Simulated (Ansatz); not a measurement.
# Calculations on BSiNH7F

**1. Relaxation**

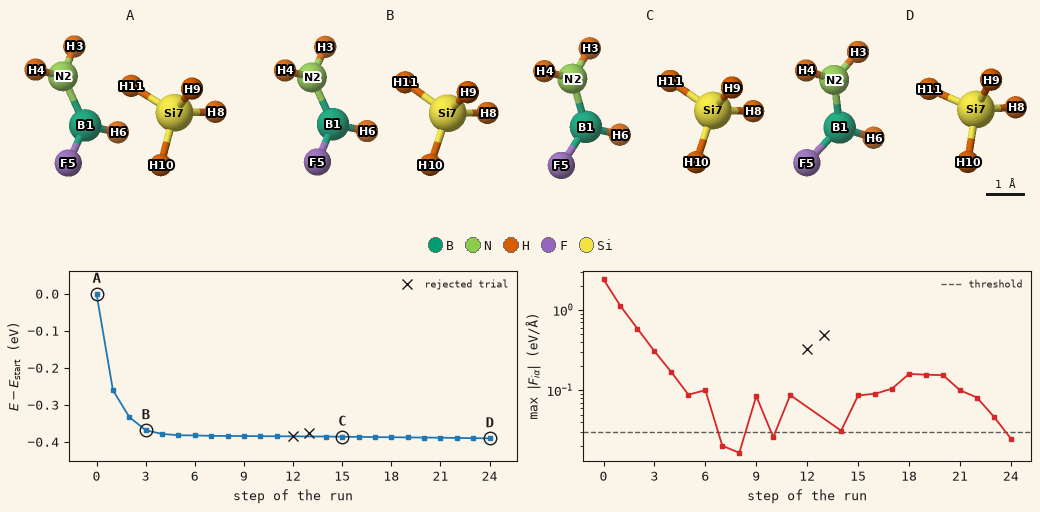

Frames of a relaxation of BSiNH7F, marked on the history of the run. The picture is a ball-and-stick view, seen at a tilt.

The run prepares an end point of a later path (reaction) calculation, from a guessed geometry.

Computed with Ansatz 0.2.0, RKS B3LYP/def2-SVP.

Input
```yaml
crystal:
  periodic: [false, false, false]
  atoms:
    - { symbol: B, position_ang: [0.093333, -0.253905, 0.287884] }
    - { symbol: "N", position_ang: [0.087793, -0.781084, 1.657438] }
    - { symbol: H, position_ang: [-0.76498, -1.041123, 2.132357] }
    - { symbol: H, position_ang: [0.932655, -0.885188, 2.20504] }
    - { symbol: F, position_ang: [1.259859, 0.074624, -0.270015] }
    - { symbol: H, position_ang: [-0.927802, -0.132662, -0.338316] }
    - { symbol: Si, position_ang: [-0.401548, 2.790147, 0.984464] }
    - { symbol: H, position_ang: [-1.783803, 2.905667, 0.432549] }
    - { symbol: H, position_ang: [-0.189511, 3.879724, 1.985715] }
    - { symbol: H, position_ang: [0.584096, 2.942367, -0.122546] }
    - { symbol: H, position_ang: [-0.236393, 1.474432, 1.62733] }
basis:
  gaussian: { orbitals: def2-SVP }
hamiltonian:
  xc: b3lyp
relax:
  f_tol: 0.03
  max_steps: 50
```

Run as
```bash
ansatz run input.yaml --threads 2 --pin off --max-ram 3072MiB --backend cpu --events-out ev --progress --plain --runs-dir out
```

Describe the path.

Answer. Over 22 accepted moves (24 points after the start) the energy falls by 0.390 eV. The largest force component goes from 2.4 to 0.025 eV/Å. The line search rejected the trial steps at points 12, 13 of the run. The forces were under the threshold at step 7, but the run went on from there. The largest move after the best rigid fit is that of F5, 1.45 Å. Largest moves by element: F 1.45 Å, H 0.91 Å, B 0.86 Å, Si 0.72 Å, N 0.30 Å. Some distances before and after: B1–N2 1.468 → 1.395 Å, Si7–H11 1.474 → 1.490 Å, B1–F5 1.334 → 1.341 Å. From step 0 to 3: H atoms move most (0.51 Å), energy −0.368 eV. From step 3 to 15: F5 moves most (0.59 Å), energy −0.018 eV. From step 15 to 24: F5 moves most (0.52 Å), energy −0.004 eV.

Limits of the set-up: the start holds two separate molecules, 2.2 Å apart at their closest, whose relative position is a soft coordinate and is computed without a dispersion correction.

**2. Relaxation**

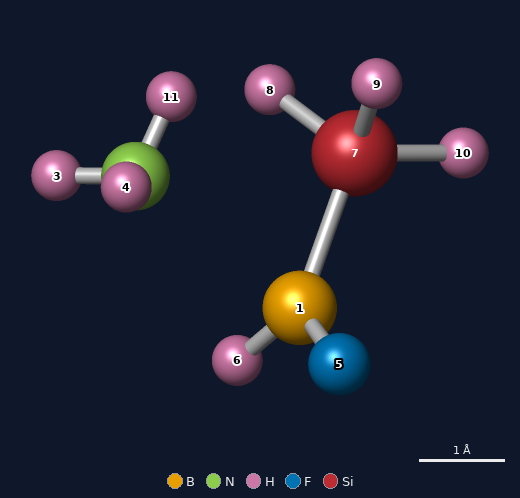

This is the input geometry for a relaxation of BSiNH7F. The picture is a ball-and-stick view, seen at a tilt.

The run prepares an end point of a later path (reaction) calculation, from a guessed geometry.

The calculation used RKS B3LYP/def2-SVP in Ansatz.

The input:
```yaml
crystal:
  periodic: [false, false, false]
  atoms:
    - { symbol: B, position_ang: [0.160014, 0.513133, -0.375091] }
    - { symbol: "N", position_ang: [-0.257773, -0.058264, 2.268737] }
    - { symbol: H, position_ang: [-1.112389, -0.552435, 2.525103] }
    - { symbol: H, position_ang: [0.525753, -0.512408, 2.739046] }
    - { symbol: F, position_ang: [1.405692, 0.064321, -0.543055] }
    - { symbol: H, position_ang: [-0.727069, -0.187743, -0.815332] }
    - { symbol: Si, position_ang: [-0.174174, 2.312039, 0.375332] }
    - { symbol: H, position_ang: [-1.539868, 2.396005, 0.985138] }
    - { symbol: H, position_ang: [0.811826, 2.691191, 1.439927] }
    - { symbol: H, position_ang: [-0.109395, 3.399448, -0.65807] }
    - { symbol: H, position_ang: [-0.328917, 0.907713, 2.640164] }
basis:
  gaussian: { orbitals: def2-SVP }
hamiltonian:
  xc: b3lyp
relax:
  f_tol: 0.03
  max_steps: 50
```

Launched with:
```bash
ansatz run input.yaml --threads 2 --pin off --max-ram 3072MiB --backend cpu --events-out ev --progress --plain --runs-dir out
```

> Predict the outcome.

Over 12 accepted moves (14 points after the start) the energy falls by 76.9 kJ/mol. Largest force component: 0.91 eV/Å at the start, 0.0087 eV/Å at the end. The line search rejected the trial steps at points 11, 13 of the run. The largest move after the best rigid fit is that of H4, 1.06 Å. By element the largest moves are H 1.06 Å, B 0.76 Å, F 0.67 Å, N 0.37 Å, Si 0.20 Å. Near-neighbour distances that change, for instance: B1–N2 2.737 → 1.670 Å, B1–Si7 1.978 → 2.060 Å, B1–F5 1.335 → 1.398 Å, B1–H6 1.213 → 1.227 Å. New bonds form, among them: B1–N2 (2.74 → 1.67 Å). Bond angles that change, for instance: H6–B1–Si7 122.7° → 112.7°, F5–B1–Si7 120.8° → 114.8°, H8–Si7–H9 107.2° → 104.6°. Cost: 43 s on 2 threads of Intel(R) Xeon(R) Platinum 8375C CPU @ 2.90GHz (Ice Lake), on a shared host, peak memory 0.2 GiB.

Step by step:

```json
{"step": "0", "E − E(0), kJ/mol": "0.00", "largest force component, eV/Å": "0.9148", "note": ""}
{"step": "1", "E − E(0), kJ/mol": "-7.91", "largest force component, eV/Å": "1.1001", "note": ""}
{"step": "2", "E − E(0), kJ/mol": "-16.82", "largest force component, eV/Å": "1.0501", "note": ""}
{"step": "3", "E − E(0), kJ/mol": "-34.59", "largest force component, eV/Å": "0.7843", "note": ""}
{"step": "4", "E − E(0), kJ/mol": "-53.34", "largest force component, eV/Å": "0.8640", "note": ""}
{"step": "5", "E − E(0), kJ/mol": "-55.49", "largest force component, eV/Å": "1.8850", "note": ""}
{"step": "6", "E − E(0), kJ/mol": "-66.39", "largest force component, eV/Å": "0.4802", "note": ""}
{"step": "7", "E − E(0), kJ/mol": "-69.54", "largest force component, eV/Å": "0.4572", "note": ""}
{"step": "8", "E − E(0), kJ/mol": "-71.34", "largest force component, eV/Å": "0.5635", "note": ""}
{"step": "9", "E − E(0), kJ/mol": "-74.53", "largest force component, eV/Å": "0.3187", "note": ""}
{"step": "10", "E − E(0), kJ/mol": "-76.28", "largest force component, eV/Å": "0.1343", "note": ""}
{"step": "11", "E − E(0), kJ/mol": "-75.80", "largest force component, eV/Å": "0.2776", "note": "rejected"}
{"step": "12", "E − E(0), kJ/mol": "-76.85", "largest force component, eV/Å": "0.0432", "note": ""}
{"step": "13", "E − E(0), kJ/mol": "-76.82", "largest force component, eV/Å": "0.1741", "note": "rejected"}
{"step": "14", "E − E(0), kJ/mol": "-76.95", "largest force component, eV/Å": "0.0087", "note": ""}
```

The structure at the end:

```xyz
11

B     0.1113    0.4435    0.3793
N    -0.1176   -0.1333    1.9294
H    -1.0945   -0.0551    2.2244
H     0.1484   -1.1230    1.9601
F     1.4469    0.1219    0.1201
H    -0.6978   -0.2015   -0.2811
Si   -0.3031    2.4617    0.3937
H    -1.7138    2.7394    0.8467
H     0.5640    3.2451    1.3456
H    -0.1553    3.1112   -0.9467
H     0.4651    0.3631    2.6104
```

After the run, drawn alike:

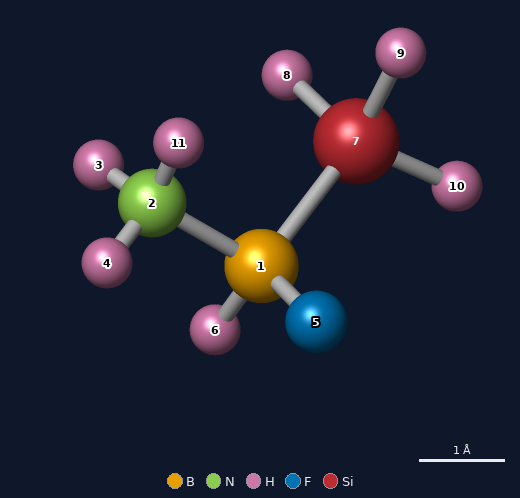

Limits of the set-up: the start holds two separate molecules, 2.4 Å apart at their closest, whose relative position is a soft coordinate and is computed without a dispersion correction.

**3. Path**

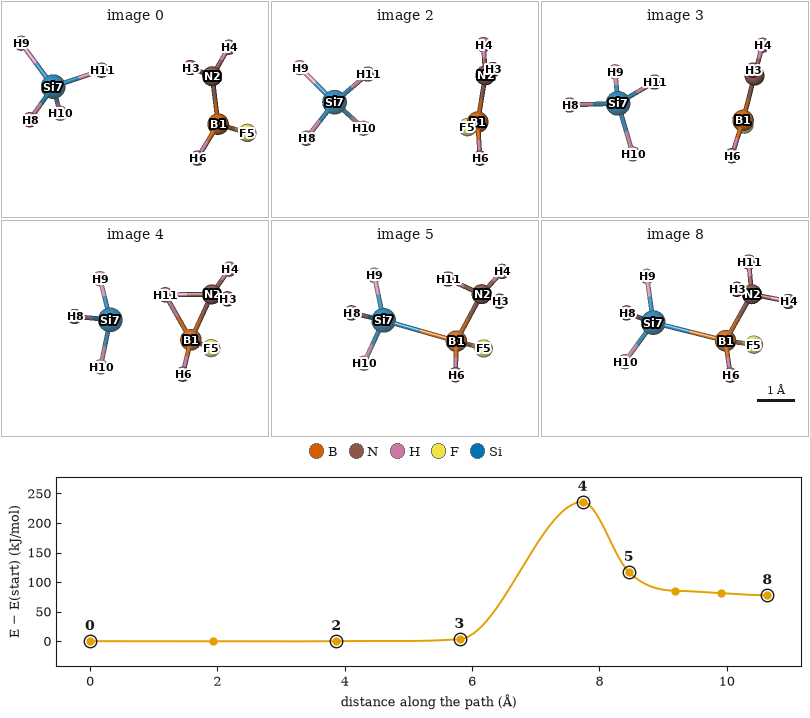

A search for the minimum-energy path of BSiNH₇F, made up at the start of BNH3F and SiH4 by the nudged elastic band. Images are numbered from 0 (start) to 8 (end). Style: ball-and-stick. Shown from a free direction.

These are results of RKS B3LYP/def2-SVP (Ansatz 0.2.0), not measurements. Settings: 7 movable images; climbing image; force threshold 0.03 eV/Å; iteration limit 60; starting path through a guess of the saddle point.

Question: Read off the barrier and say what moves.

Answer: Breaking: Si7–H11 (1.49 → 1.89 at the top → 3.15 Å). Forming: B1–Si7 (4.73 → 2.33 at the top → 2.06 Å), N2–H11 (3.17 → 1.32 at the top → 1.02 Å). The highest point, image 4, lies 235.8 kJ/mol above the start and 158.1 kJ/mol above the end; the end is at +77.7 kJ/mol relative to the start. The band converged in 50 iterations. The largest component of the band force went from 28 to 0.018 eV/Å. The climbing image converged on the top of the path. Its vibrational analysis gives one imaginary mode (1463i cm⁻¹), as a transition state must have.

Limits of the set-up: the start holds two separate molecules, 3.0 Å apart at their closest, whose relative position is a soft coordinate and is computed without a dispersion correction.
